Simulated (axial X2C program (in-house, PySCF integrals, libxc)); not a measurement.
# BiS⁺: from the state search to constants

Aim: find the lowest determinant of BiS⁺, scan the bond at several levels and fit the constants, once spin-free and once with spin–orbit coupling.

Program: an in-house X2C program for linear molecules on PySCF integrals. Level of theory: all-electron X2C, Bi dyall-cv3z, S dyall-av3z. These are calculated values, not measurements.

## (1) Input

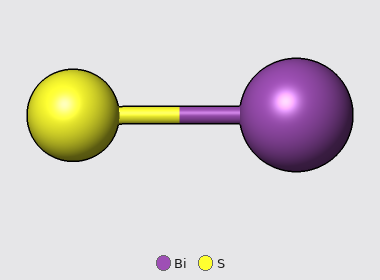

The two atoms at 2.350 Å (bismuth purple, sulfur yellow).

Input file task.json:

```json
{"zs": [83, 16], "q": 1, "bas": ["dyall-cv3z", "dyall-av3z"], "levels": ["PBE0", "HF", "M06"], "cc": true, "r0": 2.35, "thr": -1.0, "nmax": 90, "npts": 10, "nst": 2, "ntry": 6}
```

Keys: zs atomic numbers; q charge; bas basis sets; levels methods (HF also brings MP2); cc coupled cluster on or off; r0 starting distance in Å; thr threshold in hartree for freezing inner shells (an s shell follows its p shell); nmax most natural virtual spinors; npts points asked for on the curve; nst determinants followed; ntry starts of the search.

On the command line:

```
$ python so2c.py task.json out
```

Spin-free means the one-electron spin-free X2C Hamiltonian; two-component (2c) means X2C with spin–orbit coupling and atomic mean-field two-electron Coulomb and Gaunt terms. Basis: Bi dyall-cv3z contracted to [12s14p10d6f1g], S dyall-av3z contracted to [9s8p3d2f]; Gaussian nuclei, density fitting. Masses: Bi 208.980 u, S 31.972 u.

Notation: σ, π±, δ± give the projection m of an orbital's angular momentum (0, ±1, ±2), α and β its spin, Λ and M_S the sums; ω is the projection of a spinor's total angular momentum and Ω the sum. Logs are in hartree.

The results follow Hamiltonian by Hamiltonian and level by level.

## (2) Search for the lowest determinant

PBE0 moves the distance from 2.350 Å to 2.238 Å and compares determinants there.

Spin-free determinants:

| ΔE (eV) | state | open shells |
| --- | --- | --- |
| 0.00 | M_S = 0, Λ = 0 | closed shell |
| 2.32 | M_S = 1, Λ = 0 | beyond closed shells: π+α, π+β, 2 × π-α |
| 2.32 | M_S = 1, Λ = 2 | beyond closed shells: 2 × π+α, π+β, π-α |
| 2.59 | M_S = 0, Λ = 2 | beyond closed shells: π+α, 2 × π+β, π-α |
| 3.09 | M_S = 1, Λ = 1 | beyond closed shells: σα, π+α |
| 3.29 | M_S = 0, Λ = 1 | beyond closed shells: σα, π+β |

Two-component determinants:

```tsv
ΔE (eV)	state	open shells
0.00	Ω = 0	closed shell
1.71	Ω = 1	excess of +ω over −ω: ω = -1/2, ω = 3/2
1.96	Ω = 1	excess of +ω over −ω: 2 × ω = 1/2
1.97	Ω = 2	excess of +ω over −ω: ω = 1/2, ω = 3/2
2.95	Ω = 3	excess of +ω over −ω: 2 × ω = 3/2
3.17	Ω = 1	excess of +ω over −ω: ω = -1/2, ω = 3/2
3.32	Ω = 2	excess of +ω over −ω: ω = 1/2, ω = 3/2
```

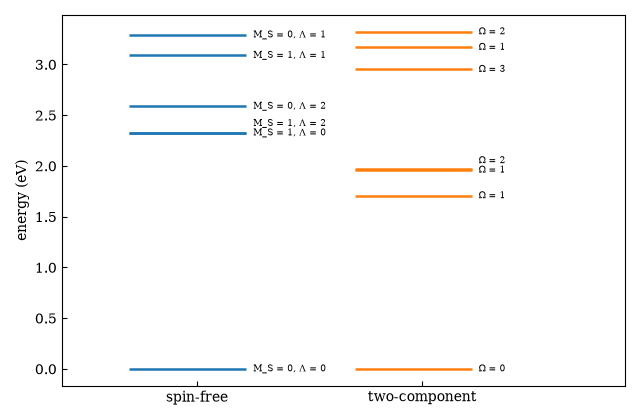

The determinants found, each set from its own lowest.

## (3) PBE0, spin-free

State followed: M_S = 0, Λ = 0 (closed shell). The scan is laid around 2.238 Å, a first estimate of the minimum, and this SCF restarts from the orbitals of the search.

Output at 2.238 Å:

```text
spin-free X2C-1e  PBE0
basis functions 217  fitting functions 1175  grid points 5079
iter        total energy     max residual
   1     -21934.325665832     6.49e-06
   2     -21934.325665817     2.33e-05
   3     -21934.325665834     8.21e-07
   4     -21934.325665834     3.51e-07
converged
one-electron -30590.06283086  Coulomb 8770.66132479  exact exchange -105.59971588  xc functional -323.33129648  nuclear repulsion 314.00685259
```

Along the bond, energies from the lowest point:

```
R (Å)  E (eV)  μ (D)  HOMO (eV)  LUMO (eV)  iterations
1.947  1.4701  -0.31     -14.86      -8.98          11
2.037  0.5692  -0.56     -14.87      -9.16          10
2.104  0.1987  -0.74     -14.60      -9.29          11
2.171  0.0239  -0.90     -14.36      -9.42          11
2.238  0.0000  -1.05     -14.14      -9.54           4
2.316  0.1141  -1.20     -13.90      -9.67          11
2.395  0.3393  -1.33     -13.68      -9.79          11
2.495  0.7373  -1.46     -13.43      -9.93          11
2.619  1.3200  -1.59     -13.16     -10.08          13
2.797  2.2370  -1.70     -12.85     -10.27          13
```

Dipoles are positive if S is the positive end and refer to the centre of mass.

Outer orbitals at the reference distance:

```csv
symmetry,occupied,ε (eV),atomic character
σα,yes,-26.50,"55% S s, 25% Bi s, 6% Bi p"
σα,yes,-21.85,"46% Bi s, 27% S s, 13% S p"
σα,yes,-14.82,"54% S p, 34% Bi p, 6% Bi s"
π-α,yes,-14.14,"68% S p, 26% Bi p, 2% Bi d"
π+α,yes,-14.14,"68% S p, 26% Bi p, 2% Bi d"
π-α,no,-9.54,"59% Bi p, 25% S p, 8% S d"
π+α,no,-9.54,"59% Bi p, 25% S p, 8% S d"
σα,no,-5.81,"42% Bi p, 19% Bi d, 18% S p"
σα,no,-4.02,"52% S s, 16% Bi s, 12% S p"
```

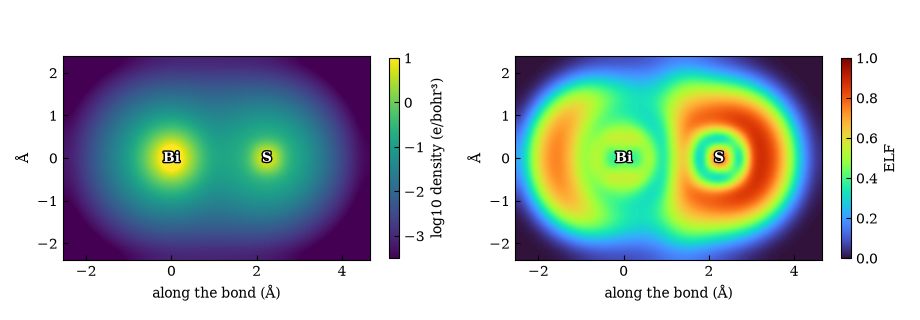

PBE0 fields in a plane through the axis, from a grid of 0.3 Å; Bi lies at z = 0 and S at z = 2.238 Å; the ELF is damped to zero where the density is low.

Re = 2.216 Å, ωe = 520 cm⁻¹, ωexe = 1.09 cm⁻¹, Be = 0.1238 cm⁻¹, De = 4.39 eV, μ = -1.00 D.

## (4) HF, spin-free

Output at 2.238 Å:

```text
spin-free X2C-1e  HF
basis functions 217  fitting functions 1175  grid points 5079
iter        total energy     max residual
   1     -21927.793516984     6.92e-01
   2     -21927.833683662     6.66e-03
   3     -21927.834745285     4.44e-03
   4     -21927.835009986     1.48e-03
   5     -21927.835092804     6.16e-04
   6     -21927.835113471     4.37e-04
   7     -21927.835122729     1.54e-04
   8     -21927.835124696     7.97e-05
   9     -21927.835124964     1.49e-05
  10     -21927.835124982     4.55e-06
  11     -21927.835124983     6.35e-07
converged
one-electron -30588.98344930  Coulomb 8769.69089444  exact exchange -422.54942271  xc functional 0.00000000  nuclear repulsion 314.00685259
```

Re = 2.183 Å, ωe = 573 cm⁻¹, ωexe = 1.01 cm⁻¹, Be = 0.1276 cm⁻¹, De = 1.48 eV, μ = -1.70 D.

## (5) M06, spin-free

The SCF at the reference distance of 2.238 Å:

```text
spin-free X2C-1e  M06
basis functions 217  fitting functions 1175  grid points 5079
iter        total energy     max residual
   1     -21934.914547709     3.44e-01
   2     -21934.926778621     7.47e-03
   3     -21934.904685103     2.85e-02
   4     -21934.928101484     3.75e-03
   5     -21934.928494493     5.61e-04
   6     -21934.928499204     6.67e-05
   7     -21934.928499253     8.28e-05
   8     -21934.928499394     6.00e-06
   9     -21934.928499396     1.84e-06
converged
one-electron -30590.25872788  Coulomb 8770.91597373  exact exchange -114.06721499  xc functional -315.52538285  nuclear repulsion 314.00685259
```

Re = 2.235 Å, ωe = 507 cm⁻¹, ωexe = 1.05 cm⁻¹, Be = 0.1217 cm⁻¹, De = 4.91 eV, μ = -1.05 D.

## (6) Correlated methods, spin-free

Correlated methods: 10 electrons correlated (frozen shells, counted by type: Bi 5 s, 4 p, 3 d, 1 f; S 2 s, 1 p), 248 virtual spinors in MP2, 88 natural virtuals in coupled cluster.

Output of the correlated part at 2.238 Å:

```text
correlated 10  virtual 248  natural virtual 88  E(MP2) -0.272937242  MP2 remainder -0.007334283
iter   CCSD correlation   residual
   1     -0.259460119   2.06e-01
   2     -0.270201038   1.09e-01
   3     -0.274218402   3.56e-02
   4     -0.274584250   1.42e-02
   5     -0.274701691   5.72e-03
   6     -0.274681628   1.33e-03
   7     -0.274687979   3.96e-04
   8     -0.274692381   1.26e-04
   9     -0.274691127   4.09e-05
  10     -0.274691511   1.15e-05
  11     -0.274691241   3.77e-06
  12     -0.274691235   1.07e-06
(T) -0.020540803  T1 0.0425  D1 0.0628  max T2 0.096
```

T1 in the output is the amplitude norm over the root of the electron number; divide by √2 for the Lee–Taylor value.

MP2: Re = 2.272 Å, ωe = 457 cm⁻¹, Be = 0.1178 cm⁻¹, De = 4.52 eV.

CCSD: Re = 2.235 Å, ωe = 509 cm⁻¹, ωexe = 1.09 cm⁻¹, Be = 0.1217 cm⁻¹, De = 3.87 eV. T1 at Re = 0.030 (Lee–Taylor, the printed value over √2).

CCSD(T): Re = 2.262 Å, ωe = 470 cm⁻¹, ωexe = 1.37 cm⁻¹, Be = 0.1188 cm⁻¹, De = 4.28 eV. T1 at Re = 0.032 (Lee–Taylor, the printed value over √2).

## (7) A higher determinant, spin-free

State: M_S = 1, Λ = 0 (beyond closed shells: π+α, π+β, 2 × π-α).

Output at the reference distance:

```text
spin-free X2C-1e  PBE0
basis functions 217  fitting functions 1175  grid points 5079
iter        total energy     max residual
   1     -21934.240224332     2.18e-05
   2     -21934.240224329     2.70e-05
   3     -21934.240224341     4.85e-06
   4     -21934.240224342     2.91e-06
converged
one-electron -30590.86039350  Coulomb 8771.58392407  exact exchange -105.62045077  xc functional -323.35015674  nuclear repulsion 314.00685259
```

```
R (Å)  E above the lowest PBE0 point (eV)
1.947                               5.442
2.037                               3.992
2.104                               3.234
2.171                               2.693
2.238                               2.325
2.316                               2.067
2.395                               1.949
2.495                               1.949
2.619                               2.106
```

Re = 2.443 Å, ωe = 374 cm⁻¹, ωexe = 1.01 cm⁻¹, Be = 0.1018 cm⁻¹, μ = -0.02 D. Te = 1.94 eV.

## (8) The spin-free curves together

Energy (eV) of the followed determinant, spin-free, from each level's lowest point:

```
R (Å)   PBE0     HF    MP2   CCSD  CCSD(T)    M06
1.947  1.470  1.291  1.858    n/a      n/a  1.650
2.037  0.569  0.436  0.835  0.692    0.805  0.685
2.104  0.199  0.115  0.376  0.274    0.354  0.272
2.171  0.024  0.000  0.113  0.059    0.101  0.059
2.238  0.000  0.045  0.000  0.000    0.000  0.000
2.316  0.114  0.247  0.007  0.078    0.024  0.077
2.395  0.339  0.568  0.123  0.271    0.156  0.269
2.495  0.737  1.095  0.381  0.634    0.430  0.630
2.619  1.320  1.837  0.820    n/a      n/a  1.175
2.797  2.237  2.962  1.832    n/a      n/a  2.045
```

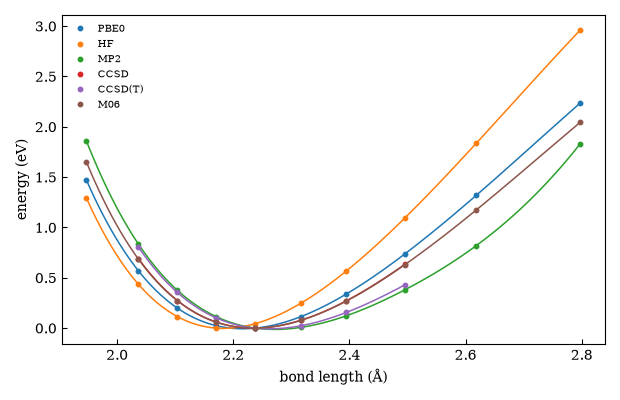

Curves of the followed state, spin-free, each from its own lowest point.

## (9) PBE0, 2c

State followed: Ω = 0 (closed shell). The scan is laid around 2.238 Å, a first estimate of the minimum, and this SCF restarts from the orbitals of the search.

Output at 2.238 Å:

```text
two-component X2C + atomic mean field  PBE0
basis functions 217  fitting functions 1175  grid points 5079
iter        total energy     max residual
   1     -21941.809135783     1.13e-05
   2     -21941.809135778     1.87e-05
   3     -21941.809135787     2.29e-06
   4     -21941.809135788     2.25e-06
converged
one-electron -30574.71561736  Coulomb 8769.07708455  exact exchange -105.60149127  xc functional -323.42596950  nuclear repulsion 314.00685259  atomic mean-field constant -21.14999480
```

Along the bond, energies from the lowest point:

```
R (Å)  E (eV)  μ (D)  HOMO (eV)  LUMO (eV)  iterations
1.947  1.5295  -0.25     -14.73      -9.38          12
2.037  0.6247  -0.46     -14.65      -9.57          12
2.104  0.2430  -0.60     -14.48      -9.71          11
2.171  0.0497  -0.73     -14.27      -9.83          12
2.238  0.0000  -0.84     -14.07      -9.95           4
2.316  0.0739  -0.94     -13.86     -10.07          12
2.395  0.2468  -1.01     -13.69     -10.18          12
2.495  0.5580  -1.06     -13.50     -10.29          13
2.619  1.0006  -1.05     -13.33     -10.38          13
2.797  1.6408  -0.91     -13.14     -10.45          13
```

Dipoles are positive if S is the positive end and refer to the centre of mass.

Outer spinors at the reference distance:

| ω | occupied | ε (eV) | atomic character | λ mixture |
| --- | --- | --- | --- | --- |
| 1/2 | yes | -26.50 | 56% S s, 24% Bi s, 7% Bi p | 100% σ |
| 1/2 | yes | -21.75 | 47% Bi s, 25% S s, 14% S p | 100% σ |
| 1/2 | yes | -15.17 | 44% S p, 44% Bi p, 4% Bi s | 77% σ, 23% π |
| 1/2 | yes | -14.22 | 67% S p, 26% Bi p, 2% Bi d | 81% π, 19% σ |
| 3/2 | yes | -14.07 | 77% S p, 17% Bi p, 3% Bi d | 100% π |
| 1/2 | no | -9.95 | 48% Bi p, 36% S p, 6% S d | 94% π, 6% σ |
| 3/2 | no | -8.91 | 67% Bi p, 16% S p, 9% S d | 100% π |
| 1/2 | no | -5.72 | 44% Bi p, 18% Bi d, 17% S p | 98% σ, 2% π |
| 1/2 | no | -3.96 | 52% S s, 16% Bi s, 12% S p | 100% σ |

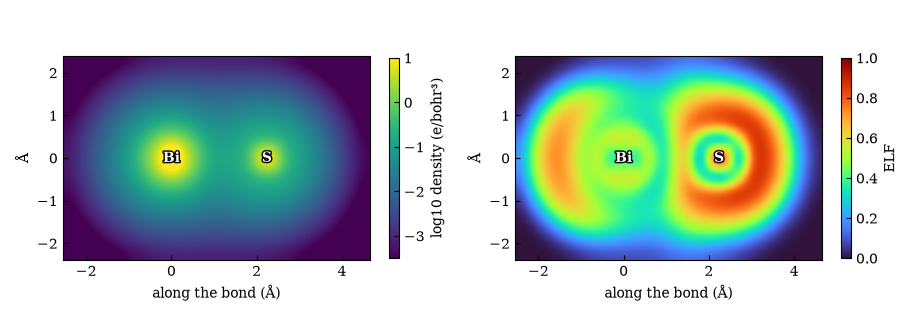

PBE0 fields in a plane through the axis, from a grid of 0.3 Å; Bi lies at z = 0 and S at z = 2.238 Å; the ELF is damped to zero where the density is low.

Re = 2.233 Å, ωe = 486 cm⁻¹, ωexe = 1.51 cm⁻¹, Be = 0.122 cm⁻¹, De = 2.60 eV, μ = -0.83 D.

## (10) HF, 2c

The SCF at the reference distance of 2.238 Å:

```text
two-component X2C + atomic mean field  HF
basis functions 217  fitting functions 1175  grid points 5079
iter        total energy     max residual
   1     -21935.187640109     8.96e-01
   2     -21935.227710110     6.84e-03
   3     -21935.229097903     4.93e-03
   4     -21935.229414144     1.43e-03
   5     -21935.229614082     1.19e-03
   6     -21935.229770580     7.86e-04
   7     -21935.229857017     4.27e-04
   8     -21935.229889326     1.85e-04
   9     -21935.229893863     9.37e-05
  10     -21935.229895088     6.82e-05
  11     -21935.229895697     2.62e-05
  12     -21935.229895893     1.36e-05
  13     -21935.229895947     7.04e-06
  14     -21935.229895958     1.71e-06
  15     -21935.229895959     3.80e-07
converged
one-electron -30574.32662174  Coulomb 8768.79771040  exact exchange -422.55784241  xc functional 0.00000000  nuclear repulsion 314.00685259  atomic mean-field constant -21.14999480
```

Re = 2.223 Å, ωe = 469 cm⁻¹, ωexe = 3.62 cm⁻¹, Be = 0.1231 cm⁻¹, De = 0.183 eV, μ = -1.21 D.

## (11) M06, 2c

Output at 2.238 Å:

```text
two-component X2C + atomic mean field  M06
basis functions 217  fitting functions 1175  grid points 5079
iter        total energy     max residual
   1     -21942.310245909     3.53e-01
   2     -21942.323250747     7.97e-03
   3     -21942.304078915     2.68e-02
   4     -21942.324807148     3.62e-03
   5     -21942.325162783     6.24e-04
   6     -21942.325165707     6.19e-05
   7     -21942.325165738     7.60e-05
   8     -21942.325165858     9.41e-06
   9     -21942.325165863     2.68e-06
  10     -21942.325165864     1.20e-06
converged
one-electron -30574.82259927  Coulomb 8769.24300346  exact exchange -114.06921753  xc functional -315.53321032  nuclear repulsion 314.00685259  atomic mean-field constant -21.14999480
```

Re = 2.252 Å, ωe = 472 cm⁻¹, ωexe = 1.54 cm⁻¹, Be = 0.1199 cm⁻¹, De = 2.58 eV, μ = -0.90 D.

## (12) MP2 and beyond, 2c

Correlated methods: 10 electrons correlated (frozen shells, counted by type: Bi 5 s, 4 p, 3 d, 1 f; S 2 s, 1 p), 248 virtual spinors in MP2, 90 natural virtuals in coupled cluster.

Output of the correlated part at 2.238 Å:

```text
correlated 10  virtual 248  natural virtual 90  E(MP2) -0.254289229  MP2 remainder -0.006959317
iter   CCSD correlation   residual
   1     -0.253430606   1.60e-01
   2     -0.262410629   7.64e-02
   3     -0.266568469   3.61e-02
   4     -0.266892271   1.61e-02
   5     -0.267151375   8.22e-03
   6     -0.267217331   3.32e-03
   7     -0.267239081   1.26e-03
   8     -0.267255222   5.30e-04
   9     -0.267248085   2.75e-04
  10     -0.267250526   1.51e-04
  11     -0.267248067   7.32e-05
  12     -0.267249033   3.41e-05
  13     -0.267249102   1.54e-05
  14     -0.267248962   6.25e-06
  15     -0.267248984   2.65e-06
  16     -0.267248983   9.87e-07
(T) -0.017188470  T1 0.0524  D1 0.0891  max T2 0.122
```

MP2: Re = 2.223 Å, ωe = 572 cm⁻¹, Be = 0.123 cm⁻¹, De = 2.53 eV.

CCSD: Re = 2.259 Å, ωe = 461 cm⁻¹, ωexe = 1.53 cm⁻¹, Be = 0.1192 cm⁻¹, De = 2.08 eV. T1 at Re = 0.039 (Lee–Taylor, the printed value over √2).

CCSD(T): Re = 2.268 Å, ωe = 461 cm⁻¹, ωexe = 1.55 cm⁻¹, Be = 0.1182 cm⁻¹, De = 2.39 eV. T1 at Re = 0.040 (Lee–Taylor, the printed value over √2).

## (13) A higher determinant, 2c

State: Ω = 1 (excess of +ω over −ω: ω = -1/2, ω = 3/2).

Output at the reference distance:

```text
two-component X2C + atomic mean field  PBE0
basis functions 217  fitting functions 1175  grid points 5079
iter        total energy     max residual
   1     -21941.746432622     8.34e-06
   2     -21941.746432631     7.96e-06
   3     -21941.746432633     5.82e-06
converged
one-electron -30576.06430349  Coulomb 8770.53604915  exact exchange -105.62297476  xc functional -323.45206132  nuclear repulsion 314.00685259  atomic mean-field constant -21.14999480
```

```
R (Å)  E above the lowest PBE0 point (eV)
1.947                               4.855
2.037                               3.407
2.104                               2.643
2.171                               2.090
2.238                               1.706
2.316                               1.423
2.395                               1.273
2.495                               1.221
2.619                               1.292
```

No constants are quoted: too few points lie around the minimum for a second fit to confirm the first.

## (14) The 2c curves together

Energy (eV) of the followed determinant, 2c, from each level's lowest point:

```
R (Å)   PBE0     HF    MP2   CCSD  CCSD(T)    M06
1.947  1.529  1.433  1.686    n/a      n/a  1.700
2.037  0.625  0.554  0.692  0.760    0.819  0.733
2.104  0.243  0.198  0.262  0.329    0.366  0.311
2.171  0.050  0.031  0.044  0.091    0.108  0.082
2.238  0.000  0.000  0.000  0.000    0.000  0.000
2.316  0.074  0.078  0.127  0.028    0.014  0.041
2.395  0.247  0.225  0.401  0.158    0.133  0.184
2.495  0.558  0.448  0.879  0.419    0.386  0.463
2.619  1.001  0.703  1.493    n/a      n/a  0.870
2.797  1.641  0.977  2.195    n/a      n/a  1.462
```

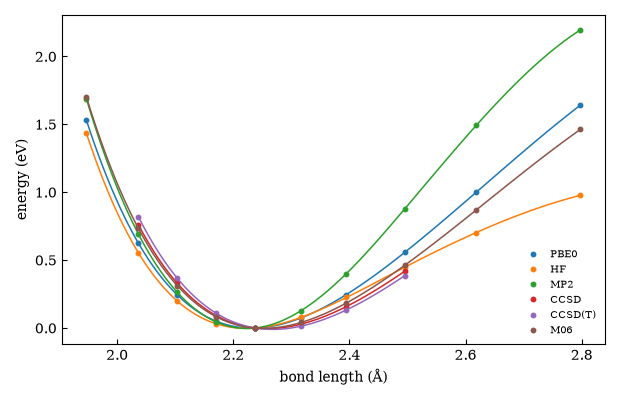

Curves of the followed state, 2c, each from its own lowest point.

The whole job took 3.2 min on 1 thread of Arm Neoverse V1, shared host.

## (15) Results

Lowest determinant that the search found at its distance, spin-free: M_S = 0, Λ = 0 (closed shell).

Lowest determinant that the search found at its distance, 2c: Ω = 0 (closed shell).

| Hamiltonian | level | Re (Å) | ωe (cm⁻¹) | De (eV) | μ (D) |
| --- | --- | --- | --- | --- | --- |
| spin-free | PBE0 | 2.216 | 520 | 4.39 | -1.00 |
| spin-free | HF | 2.183 | 573 | 1.48 | -1.70 |
| spin-free | MP2 | 2.272 | 457 | 4.52 | n/a |
| spin-free | CCSD | 2.235 | 509 | 3.87 | n/a |
| spin-free | CCSD(T) | 2.262 | 470 | 4.28 | n/a |
| spin-free | M06 | 2.235 | 507 | 4.91 | -1.05 |
| 2c | PBE0 | 2.233 | 486 | 2.60 | -0.83 |
| 2c | HF | 2.223 | 469 | 0.183 | -1.21 |
| 2c | MP2 | 2.223 | 572 | 2.53 | n/a |
| 2c | CCSD | 2.259 | 461 | 2.08 | n/a |
| 2c | CCSD(T) | 2.268 | 461 | 2.39 | n/a |
| 2c | M06 | 2.252 | 472 | 2.58 | -0.90 |

Dipoles are positive if S is the positive end and refer to the centre of mass.

Time per point (s) on 1 thread of Arm Neoverse V1, shared host (2c runs; CCSD comes with the CCSD(T) run); the times are rough: PBE0 0.73, HF 0.66, MP2 0.83, CCSD(T) 4.8, M06 1.1.

**Reading.** At CCSD(T), going from spin-free to two-component changes Re by +6 mÅ, ωe by -2.1 %, which is small (part of it comes from the scalar share of the two-electron terms). De moves by -1.89 eV; both De rest on single-determinant atoms, which can miss part of an open shell's spin–orbit lowering.

De refers to Bi+ + S, each in the lowest determinant found, which need not be this curve's own limit. The state is a single determinant with fixed occupations, the lowest that a limited PBE0 search found. The closed shell is kept restricted; where the fragments are open shells, the energy then runs too high at long range. Dissociation energies refer to the lowest single-determinant-based atoms at the same level and basis. CCSD and (T) use frozen natural virtuals with an MP2 correction for the truncation. The meta-GGAs lack a current-density term, which matters for open shells with orbital currents, atoms included. With the outer-core shells frozen, correlated bond lengths of heavy atoms tend to come out a few hundredths of an ångström too long. T1 at Re is 0.040 (Lee–Taylor), above the customary mark of 0.02.
